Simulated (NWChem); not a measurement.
**Run report: C2H5N (charge +1), single-point calculation**

- system: C2H5N, charge +1, multiplicity 2
- method: HF/6-311+G**, UHF (NWChem 7.3.0)

The geometry is that of the parent species in another charge or spin state. The geometry comes from this level: PBE0-D4/def2-TZVP.

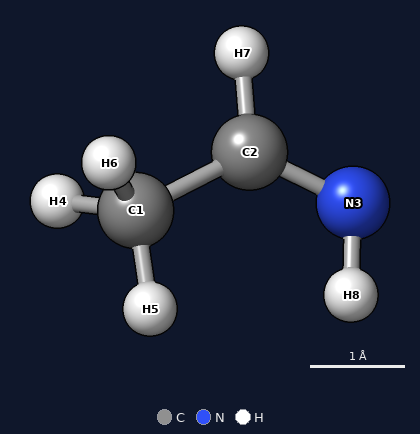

Fig. 1: The structure as given in the input (ball-and-stick view, seen at a tilt; atoms are numbered from 1 in the order of the input).

Input
```
start sp
memory total 2200 mb
charge 1
geometry units angstrom noautosym nocenter noautoz
   C    -0.471200    0.591900   -0.316000
   C     0.663100   -0.171000    0.284300
   N     0.697800   -1.395000    0.593600
   H    -0.168400    1.032800   -1.270700
   H    -1.342300   -0.045400   -0.480200
   H    -0.756700    1.422800    0.336400
   H     1.571900    0.409700    0.476500
   H    -0.194200   -1.845700    0.376100
end
basis spherical bse
   C library 6-311+G**
   N library 6-311+G**
   H library 6-311+G**
end
scf
   doublet
   uhf
   thresh 1e-08
   maxiter 80
   noprint "final vectors analysis"
end
task scf
```

Machine: 1 thread of AMD EPYC (Zen 4), 16 GiB of memory available, shared host.

Run as:
```bash
nwchem sp.nw > sp.out
```

Output
```
Northwest Computational Chemistry Package (NWChem) 7.3.0
             --------------------------------------------------------

           Job information
           ---------------

    nwchem branch   = 7.3.0
    use scalapack   = T
    input           = sp.nw
    prefix          = sp.
    data base       = ./sp.db
    status          = startup
    nproc           =        1

           Memory information
           ------------------

    heap     =     72089596 doubles =      550.0 Mbytes
    stack    =     72089601 doubles =      550.0 Mbytes
    global   =    144179200 doubles =     1100.0 Mbytes (distinct from heap & stack)
    total    =    288358397 doubles =     2200.0 Mbytes
    verify   = yes
    hardfail = no

           Directory information
           ---------------------

  0 permanent = .
  0 scratch   = .

                                NWChem Input Module
                                -------------------

 Scaling coordinates for geometry "geometry" by  1.889725989
 (inverse scale =  0.529177249)

                             Geometry "geometry" -> ""
                             -------------------------

 Output coordinates in angstroms (scale by  1.889725989 to convert to a.u.)

  No.       Tag          Charge          X              Y              Z
 ---- ---------------- ---------- -------------- -------------- --------------
    1 C                    6.0000    -0.47120000     0.59190000    -0.31600000
    2 C                    6.0000     0.66310000    -0.17100000     0.28430000
    3 N                    7.0000     0.69780000    -1.39500000     0.59360000
    4 H                    1.0000    -0.16840000     1.03280000    -1.27070000
    5 H                    1.0000    -1.34230000    -0.04540000    -0.48020000
    6 H                    1.0000    -0.75670000     1.42280000     0.33640000
    7 H                    1.0000     1.57190000     0.40970000     0.47650000
    8 H                    1.0000    -0.19420000    -1.84570000     0.37610000

      Atomic Mass
      -----------

      C                 12.000000
      N                 14.003070
      H                  1.007825

 Effective nuclear repulsion energy (a.u.)      71.1596891436

            Nuclear Dipole moment (a.u.)
            ----------------------------
        X                 Y               Z
 ---------------- ---------------- ----------------
     9.7250968550   -11.8398892088     6.4309265117

            XYZ format geometry
            -------------------
     8
 geometry
 C                    -0.47120000     0.59190000    -0.31600000
 C                     0.66310000    -0.17100000     0.28430000
 N                     0.69780000    -1.39500000     0.59360000
 H                    -0.16840000     1.03280000    -1.27070000
 H                    -1.34230000    -0.04540000    -0.48020000
 H                    -0.75670000     1.42280000     0.33640000
 H                     1.57190000     0.40970000     0.47650000
 H                    -0.19420000    -1.84570000     0.37610000

 ==============================================================================
                                internuclear distances
 ------------------------------------------------------------------------------
       center one      |      center two      | atomic units |  angstroms
 ------------------------------------------------------------------------------
    2 C                |   1 C                |     2.82134  |     1.49299
    3 N                |   2 C                |     2.38663  |     1.26295
    4 H                |   1 C                |     2.06796  |     1.09432
    5 H                |   1 C                |     2.06312  |     1.09175
    6 H                |   1 C                |     2.06796  |     1.09432
    7 H                |   2 C                |     2.07015  |     1.09548
    8 H                |   3 N                |     1.93279  |     1.02279
 ------------------------------------------------------------------------------
                         number of included internuclear distances:          7
 ==============================================================================

 ==============================================================================
                                 internuclear angles
 ------------------------------------------------------------------------------
        center 1       |       center 2       |       center 3       |  degrees
 ------------------------------------------------------------------------------
    2 C                |   1 C                |   4 H                |   110.27
    2 C                |   1 C                |   5 H                |   111.62
    2 C                |   1 C                |   6 H                |   110.27
    4 H                |   1 C                |   5 H                |   108.95
    4 H                |   1 C                |   6 H                |   106.64
    5 H                |   1 C                |   6 H                |   108.95
    1 C                |   2 C                |   3 N                |   127.92
    1 C                |   2 C                |   7 H                |   115.46
    3 N                |   2 C                |   7 H                |   116.61
    2 C                |   3 N                |   8 H                |   110.55
 ------------------------------------------------------------------------------
                            number of included internuclear angles:         10
 ==============================================================================

                      Basis "ao basis" -> "" (spherical)
                      -----
  [basis functions not shown]

 Summary of "ao basis" -> "" (spherical)
 ------------------------------------------------------------------------------
       Tag                 Description            Shells   Functions and Types
 ---------------- ------------------------------  ------  ---------------------
 C                         6-311+G**                10       22   5s4p1d
 N                         6-311+G**                10       22   5s4p1d
 H                         6-311+G**                 4        6   3s1p

                                 NWChem SCF Module
                                 -----------------

  ao basis        = "ao basis"
  functions       =    96
  atoms           =     8
  alpha electrons =    12
  beta  electrons =    11
  charge          =   1.00
  wavefunction    = UHF
  input vectors   = atomic
  output vectors  = ./sp.movecs
  use symmetry    = F
  symmetry adapt  = F

 Summary of "ao basis" -> "ao basis" (spherical)
 ------------------------------------------------------------------------------
       Tag                 Description            Shells   Functions and Types
 ---------------- ------------------------------  ------  ---------------------
 C                         6-311+G**                10       22   5s4p1d
 N                         6-311+G**                10       22   5s4p1d
 H                         6-311+G**                 4        6   3s1p

 Forming initial guess at       0.0s

      Superposition of Atomic Density Guess
      -------------------------------------

 Sum of atomic energies:        -132.14524976

 Renormalizing density from      24.00 to     23

      Non-variational initial energy
      ------------------------------

 Total energy =    -129.853386
 1-e energy   =    -303.993052
 2-e energy   =     102.979976
 HOMO         =      -0.705592
 LUMO         =      -0.382506

 Starting SCF solution at       0.3s

 ----------------------------------------------
         Quadratically convergent UHF

 Convergence threshold     :          1.000E-08
 Maximum no. of iterations :           80
 Integral*density screening:          1.000E-10
 ----------------------------------------------

              iter       energy          gnorm     gmax       time
             ----- ------------------- --------- --------- --------
                 1     -132.6472748306  9.32D-01  1.34D-01      1.0
                 2     -132.7460613843  3.25D-01  6.98D-02      2.4
                 3     -132.7796237541  1.44D-01  3.94D-02      8.3
                 4     -132.7853108923  1.45D-02  5.63D-03     10.8
                 5     -132.7854826319  6.16D-04  2.32D-04     16.0
                 6     -132.7854828049  4.67D-07  1.90D-07     23.3
                 7     -132.7854828049  8.06D-10  4.53D-10     30.7

       Final UHF  results
       ------------------

         Total SCF energy =   -132.785482804864
      One electron energy =   -312.934939854697
      Two electron energy =    108.989767906225
 Nuclear repulsion energy =     71.159689143608

                       Sz =      0.5000
                 Sz(Sz+1) =      0.7500
                      S^2 =      0.8308

        Time for solution =     30.5s

          Final alpha eigenvalues
          -----------------------

              1
    1  -15.9542
    2  -11.5855
    3  -11.4721
    4   -1.5871
    5   -1.2598
    6   -1.1112
    7   -0.9873
    8   -0.9378
    9   -0.8494
   10   -0.7955
   11   -0.7745
   12   -0.7703
   13   -0.1233
   14   -0.0947
   15   -0.0712
   16   -0.0560
   17   -0.0458
   18   -0.0175
   19   -0.0132
   20   -0.0028
   21    0.0092
   22    0.0346

          Final beta eigenvalues
          ----------------------

              1
    1  -15.9092
    2  -11.5926
    3  -11.4686
    4   -1.5046
    5   -1.2297
    6   -1.0860
    7   -0.9194
    8   -0.8454
    9   -0.8267
   10   -0.7701
   11   -0.7184
   12   -0.2450
   13   -0.1206
   14   -0.0926
   15   -0.0696
   16   -0.0509
   17   -0.0477
   18   -0.0126
   19   -0.0105
   20   -0.0055
   21    0.0123
   22    0.0377

 center of mass
 --------------
 x =   0.49073648 y =  -0.59277732 z =   0.32337628

 moments of inertia (a.u.)
 ------------------
         151.687731805326          53.640890426297         -32.948621318902
          53.640890426297          89.252929221913          47.974108337956
         -32.948621318902          47.974108337956         182.467634250963

  Mulliken analysis of the total density
  --------------------------------------

    Atom       Charge   Shell Charges
 -----------   ------   -------------------------------------------------------
    1 C    6     6.50   1.10  0.89  0.60  0.71  1.60  0.52  0.83  0.20 -0.00  0.05
    2 C    6     5.81   1.10  0.89  0.56  0.79  1.44  0.45  0.56 -0.12  0.04  0.10
    3 N    7     6.91   1.09  0.90  0.73  0.88  1.74  0.67  0.99 -0.08 -0.03  0.03
    4 H    1     0.77   0.25  0.48  0.01  0.03
    5 H    1     0.83   0.26  0.51  0.04  0.03
    6 H    1     0.77   0.25  0.48  0.01  0.03
    7 H    1     0.75   0.25  0.48 -0.01  0.03
    8 H    1     0.66   0.24  0.39 -0.02  0.05

  Mulliken analysis of the alpha density
  --------------------------------------

    Atom       Charge   Shell Charges
 -----------   ------   -------------------------------------------------------
    1 C    6     3.31   0.55  0.45  0.31  0.36  0.83  0.26  0.43  0.10 -0.00  0.03
    2 C    6     2.72   0.55  0.45  0.26  0.38  0.65  0.20  0.20 -0.05  0.02  0.06
    3 N    7     4.04   0.55  0.45  0.48  0.50  1.14  0.37  0.62 -0.05 -0.02  0.01
    4 H    1     0.38   0.12  0.24  0.00  0.01
    5 H    1     0.41   0.13  0.25  0.02  0.01
    6 H    1     0.38   0.12  0.24  0.00  0.01
    7 H    1     0.41   0.13  0.26 -0.00  0.01
    8 H    1     0.35   0.13  0.20 -0.01  0.03

   Mulliken analysis of the beta density
   -------------------------------------

    Atom       Charge   Shell Charges
 -----------   ------   -------------------------------------------------------
    1 C    6     3.19   0.55  0.45  0.29  0.35  0.77  0.26  0.40  0.10  0.00  0.03
    2 C    6     3.08   0.55  0.45  0.31  0.40  0.79  0.24  0.35 -0.06  0.01  0.04
    3 N    7     2.87   0.55  0.45  0.24  0.38  0.60  0.30  0.37 -0.02 -0.01  0.02
    4 H    1     0.39   0.13  0.25  0.01  0.01
    5 H    1     0.42   0.13  0.26  0.02  0.01
    6 H    1     0.39   0.13  0.25  0.01  0.01
    7 H    1     0.34   0.12  0.22 -0.01  0.01
    8 H    1     0.31   0.11  0.19 -0.01  0.02

   Mulliken analysis of the spin density
   -------------------------------------

    Atom       Charge   Shell Charges
 -----------   ------   -------------------------------------------------------
    1 C    6     0.12   0.00 -0.00  0.02  0.01  0.06  0.01  0.03 -0.00 -0.01 -0.00
    2 C    6    -0.36  -0.00  0.00 -0.05 -0.02 -0.14 -0.04 -0.15  0.01  0.01  0.01
    3 N    7     1.17   0.00 -0.00  0.24  0.12  0.54  0.07  0.24 -0.03 -0.00 -0.01
    4 H    1    -0.01  -0.00 -0.01 -0.00  0.00
    5 H    1    -0.01  -0.00 -0.00 -0.00  0.00
    6 H    1    -0.01  -0.00 -0.01 -0.00  0.00
    7 H    1     0.07   0.02  0.04  0.01 -0.00
    8 H    1     0.04   0.01  0.02 -0.00  0.00

       Multipole analysis of the density wrt the origin
       ------------------------------------------------

     L   x y z        total         alpha         beta         nuclear
     -   - - -        -----         -----         ----         -------
     0   0 0 0      1.000000    -12.000000    -11.000000     24.000000

     1   1 0 0      0.420916     -5.470335     -3.833846      9.725097
     1   0 1 0     -0.694111      7.115983      4.029795    -11.839889
     1   0 0 1      0.322327     -3.727914     -2.380686      6.430927

     2   2 0 0     -9.765031    -28.690011    -24.963994     43.888974
     2   1 1 0      0.009258     19.333189     14.083199    -33.407131
     2   1 0 1      1.108463    -11.825444     -9.220925     22.154833
     2   0 2 0     -7.099939    -48.760944    -38.928110     80.589116
     2   0 1 1     -1.377163     16.668542     12.384518    -30.430224
     2   0 0 2    -12.057738    -17.563511    -15.483374     20.989147

 Task  times  cpu:       30.7s     wall:       30.7s
 Total times  cpu:       30.8s     wall:       30.8s
```

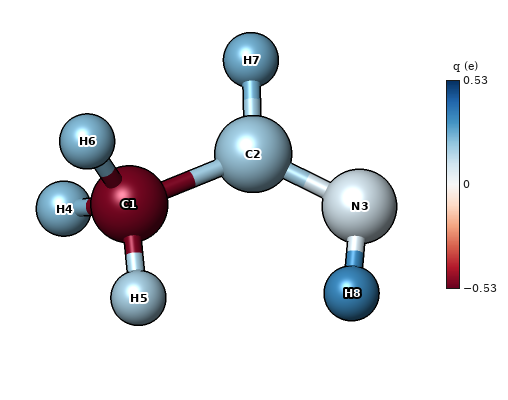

Fig. 2: Mulliken charges, as the colour of each atom (ball-and-stick view, seen at a tilt; atoms are numbered from 1 in the order of the input). By element: C −0.50 to +0.19, N +0.09 and H +0.17 to +0.34 e.

Key numbers

| quantity | value |
| --- | --- |
| outcome | converged |
| total energy | −132.785483 hartree |
| basis functions | 96 |
| ⟨S²⟩ | 0.831 |
| wall time | 32 s |
| peak memory | 0.099 GiB |

⟨S²⟩ is 0.83 against 0.75 for a pure state: the solution is spin-contaminated.
